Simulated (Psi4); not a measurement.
# DLPNO-MP2/cc-pVDZ (density fitting, density fitting for correlation, pno convergence very_tight, sweep point 4) run of BHCl2 (SMILES [H]B(Cl)Cl)

Aim: the energy change on altering one bond length of BHCl2 at DLPNO-MP2/cc-pVDZ (density fitting, density fitting for correlation, pno convergence very_tight, sweep point 4), from 2 runs. 

Program for the calculation: Psi4 1.11.

## Step 1: The system as given

The species is BHCl2 (4 atoms), meant as a singlet with charge 0. As SMILES, `[H]B(Cl)Cl`. The coordinates come from a GFN2-xTB relaxation.

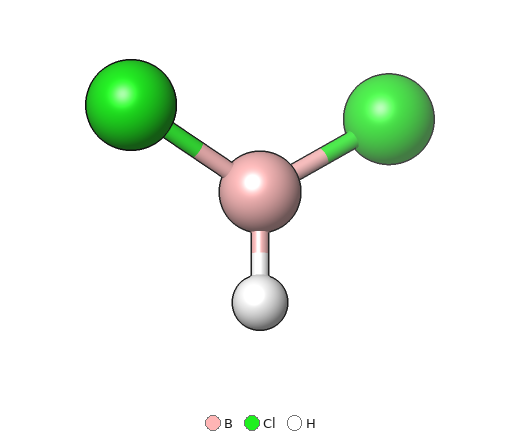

Viewed from a chosen angle; boron pink, chlorine green, hydrogen white.

## Step 2: A single-point energy at DLPNO-MP2/cc-pVDZ (density fitting, density fitting for correlation, pno convergence very_tight, sweep point 4)

Input file bcl2h.py:

```python
import psi4

psi4.set_memory(1600000000)
psi4.set_num_threads(1)
psi4.core.set_output_file('bcl2h.out', False)

mol = psi4.geometry("""
B     -0.067270    -0.112350     0.001160
Cl     1.633390    -0.145760     0.012580
Cl    -0.893540     1.375320    -0.017490
H     -0.672580    -1.117210     0.003750
units angstrom
symmetry c1
""")

psi4.set_options(dict(basis='cc-pVDZ', reference='rhf', puream=True, scf_type='df', num_frozen_docc=11, pno_convergence='very_tight'))

result, w = psi4.energy("dlpno-mp2", return_wfn=True)
print('E =', round(result, 9))
```

Started as:

```console
$ python bcl2h.py
```

bcl2h.out:

```text
[...]
  Running in c1 symmetry.
[...]
  Nuclear repulsion =  114.167853199314848
[...]
  Multiplicity = 1
[...]
  Nalpha       = 20
  Nbeta        = 20
[...]
    Number of basis functions: 55
[...]
   @DF-RHF iter   1:  -944.33438163506980   -2.08090e-01   2.58753e-03 DIIS/ADIIS
[...]
    Orbital Energies [Eh]
    ---------------------
    Doubly Occupied:
       1A   -104.844745     2A   -104.844616     3A    -10.575009
       4A    -10.574858     5A     -8.042223     6A     -8.042070
       7A     -8.039746     8A     -8.039596     9A     -8.039159
      10A     -8.039011    11A     -7.717061    12A     -1.161990
      13A     -1.113376    14A     -0.710888    15A     -0.605566
      16A     -0.584838    17A     -0.528597    18A     -0.472784
      19A     -0.461883    20A     -0.461377
[...]
  @DF-RHF Final Energy:  -944.35019575078672
   => Energetics <=
    Nuclear Repulsion Energy =            114.1678531993148482
    One-Electron Energy =               -1531.2373092706222906
    Two-Electron Energy =                 472.7192603205207888
    Total Energy =                       -944.3501957507867246
[...]
 Multipole Moments:
 ------------------------------------------------------------------------------------
     Multipole            Electronic (a.u.)      Nuclear  (a.u.)        Total (a.u.)
 ------------------------------------------------------------------------------------
 L = 1.  Multiply by 2.5417464519 to convert [e a0] to [Debye]
 Dipole X            :          0.5538801           -0.6925400           -0.1386599
 Dipole Y            :          0.9160512           -1.1500130           -0.2339619
 Dipole Z            :         -0.0017022            0.0034074            0.0017052
 Magnitude           :                                                    0.2719699
[...]
  @LMP2 iter   4:  -0.353231062509 -4.373e-07  8.418e-07
[...]
```

On the terminal:

```text
E = -944.703426813
```

It took 2.9 s on 1 thread of Intel Xeon Platinum 8375C at 2.90GHz (Ice Lake), shared host; peak memory 0.25 GiB.

## Step 3: The distorted shape

Input file calc.py:

```python
import psi4

psi4.set_memory('1600 MB')
psi4.set_num_threads(1)
psi4.set_output_file('run.log', False)

molecule = psi4.geometry("""
0 1
B      0.053785     0.088611     0.000642
Cl     1.754445     0.055201     0.012062
Cl    -0.772485     1.576281    -0.018008
H     -0.672580    -1.117210     0.003750
symmetry c1
""")

options = {'basis': 'cc-pVDZ', 'puream': True, 'scf_type': 'df', 'num_frozen_docc': 11, 'pno_convergence': 'very_tight'}
psi4.set_options(options)

E = psi4.energy("dlpno-mp2")
print(f'dlpno-mp2 energy: {E:.10f} Eh')
for k, v in sorted(psi4.core.scalar_variables().items()):
    print(f'{k:45s} {v:18.10f}')
```

Started as:

```console
$ python calc.py
```

run.log:

```text
[...]
  Running in c1 symmetry.
[...]
  Nuclear repulsion =  113.276910882164159
[...]
  Multiplicity = 1
[...]
  Nalpha       = 20
  Nbeta        = 20
[...]
    Number of basis functions: 55
[...]
   @DF-RHF iter   1:  -944.31589523471371   -2.58194e-01   2.78475e-03 DIIS/ADIIS
[...]
    Orbital Energies [Eh]
    ---------------------
    Doubly Occupied:
       1A   -104.850211     2A   -104.850080     3A    -10.580318
       4A    -10.580165     5A     -8.047538     6A     -8.047383
       7A     -8.045009     8A     -8.044857     9A     -8.044435
      10A     -8.044285    11A     -7.739445    12A     -1.166488
      13A     -1.118151    14A     -0.697076    15A     -0.589703
      16A     -0.582167    17A     -0.532915    18A     -0.476846
      19A     -0.465234    20A     -0.446734
[...]
  @DF-RHF Final Energy:  -944.33314955302683
   => Energetics <=
    Nuclear Repulsion Energy =            113.2769108821641595
    One-Electron Energy =               -1529.3220414729205459
    Two-Electron Energy =                 471.7119810377295721
    Total Energy =                       -944.3331495530267148
[...]
 Multipole Moments:
 ------------------------------------------------------------------------------------
     Multipole            Electronic (a.u.)      Nuclear  (a.u.)        Total (a.u.)
 ------------------------------------------------------------------------------------
 L = 1.  Multiply by 2.5417464519 to convert [e a0] to [Debye]
 Dipole X            :          0.7461960           -0.8087750           -0.0625790
 Dipole Y            :          1.2354081           -1.3429724           -0.1075644
 Dipole Z            :         -0.0026870            0.0039048            0.0012178
 Magnitude           :                                                    0.1244496
[...]
  @LMP2 iter   4:  -0.355760128557 -4.450e-07  8.364e-07
[...]
```

The script printed:

```text
dlpno-mp2 energy: -944.6889096816 Eh
CURRENT CORRELATION ENERGY                         -0.3557601286
CURRENT ENERGY                                   -944.6889096816
CURRENT REFERENCE ENERGY                         -944.3331495530
CUSTOM SCS-MP2 CORRELATION ENERGY                  -0.3454437408
CUSTOM SCS-MP2 TOTAL ENERGY                      -944.6785932938
DD SOLVATION ENERGY                                 0.0000000000
HF KINETIC ENERGY                                 944.4179490544
HF POTENTIAL ENERGY                             -1888.7510986074
HF TOTAL ENERGY                                  -944.3331495530
HF VIRIAL RATIO                                     1.9999102098
MP2 CORRELATION ENERGY                             -0.3557601286
MP2 DOUBLES ENERGY                                 -0.3557601286
MP2 OPPOSITE-SPIN CORRELATION ENERGY               -0.2617581130
MP2 SAME-SPIN CORRELATION ENERGY                   -0.0940020156
MP2 SINGLES ENERGY                                  0.0000000000
MP2 TOTAL ENERGY                                 -944.6889096816
NUCLEAR REPULSION ENERGY                          113.2769108822
ONE-ELECTRON ENERGY                             -1529.3220414729
PCM POLARIZATION ENERGY                             0.0000000000
PE ENERGY                                           0.0000000000
SCF ITERATION ENERGY                             -944.3331495530
SCF ITERATIONS                                     10.0000000000
SCF TOTAL ENERGY                                 -944.3331495530
SCS-MP2 CORRELATION ENERGY                         -0.3454437408
SCS-MP2 TOTAL ENERGY                             -944.6785932938
TWO-ELECTRON ENERGY                               471.7119810377
```

Wall time 2.9 s (1 thread of Intel Xeon Platinum 8375C at 2.90GHz (Ice Lake), shared host); peak memory 0.26 GiB.

## Step 4: Summary of results

Level: DLPNO-MP2/cc-pVDZ (density fitting, density fitting for correlation, pno convergence very_tight, sweep point 4), 11 core orbitals frozen.

| quantity | value |
| --- | --- |
| first shape: total energy | -944.70343 Eh |
| first shape: HOMO energy (Hartree–Fock orbitals) | -12.55 eV |
| first shape: LUMO energy (Hartree–Fock orbitals) | 2.31 eV |
| first shape: HOMO–LUMO gap (Hartree–Fock orbitals) | 14.87 eV |
| first shape: correlation energy (11 core orbitals frozen) | -353.2 mEh |
| distorted shape: total energy | -944.68891 Eh |
| distorted shape: HOMO energy (Hartree–Fock orbitals) | -12.16 eV |
| distorted shape: LUMO energy (Hartree–Fock orbitals) | 2.25 eV |
| distorted shape: HOMO–LUMO gap (Hartree–Fock orbitals) | 14.40 eV |
| distorted shape: correlation energy (11 core orbitals frozen) | -355.8 mEh |
| energy change with the B1–H4 bond stretched from 1.173 to 1.408 Å | 0.395 eV |

With the B1–H4 bond stretched from 1.173 to 1.408 Å the energy rises by 0.40 eV (9.1 kcal/mol). The first shape isn't relaxed at this level, so the change isn't measured from a minimum.
